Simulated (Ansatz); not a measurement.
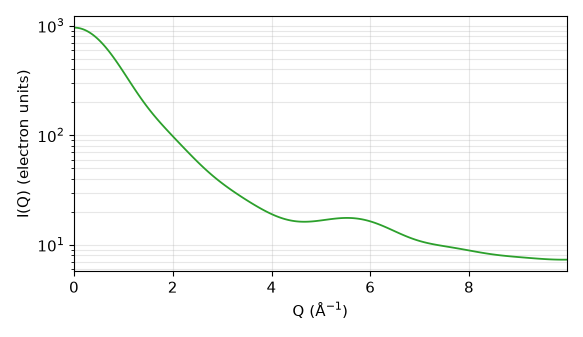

Elastic X-ray scattering of a randomly oriented, rigid molecule, calculated with the Debye equation from neutral-atom form factors (independent atoms, no Compton part, no vibration). The geometry is the end point of an optimisation (RKS LDA/def2-SVP in Ansatz); it may be a saddle point or a higher isomer. It contains C, N, H.

**How many electrons does the independent-atom model of the molecule hold?**

I(0) is the square of the electron number: I(0) = 960, so about 31 electrons, the count of C3H6N counted as neutral atoms.

**What radius of gyration does the initial fall-off give?**

From I(Q) ≈ I(0) exp(−Q²R²/3) at small Q, R ≈ 1.78 Å. It is larger than the electron-weighted radius of the nuclear positions alone (1.59 Å), because each atom's electron cloud adds to it.
